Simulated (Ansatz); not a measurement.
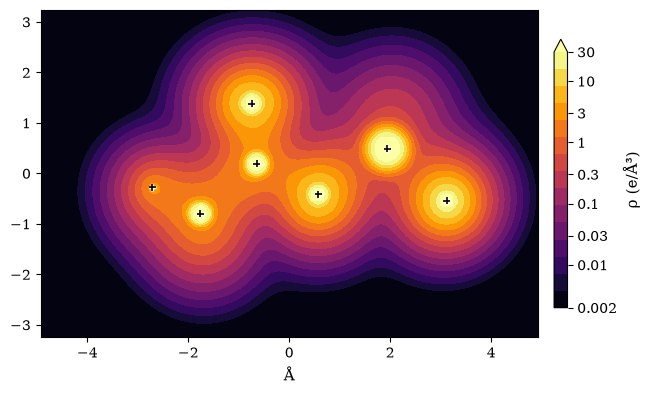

The electron density on a plane through atoms (crosses mark nuclei in the plane).

These are results of RKS PBE0-D4/def2-TZVPP in Ansatz 0.2.0, not measurements.

Candidates:
A. C$_{2}$H$_{3}$F$_{3}$O$_{2}$Si (SMILES CC(=O)O[Si](F)(F)F)
B. C$_{2}$H$_{6}$FMoNO (SMILES C[N]=[Mo]([CH3])(=[O])[F])
C. C$_{2}$H$_{6}$AlClO (SMILES C[O][Al]([CH3])[Cl])

> Which system is this?

Candidate A: C$_{2}$H$_{3}$F$_{3}$O$_{2}$Si on the plane of atoms C2, C1 and H10, which holds C, O, Si, F and H. C–O (1.20 Å): ρ at the midpoint is about 3.5 e/Å³. C–C (1.49 Å): the density is about 1.8 e/Å³ at the midpoint.
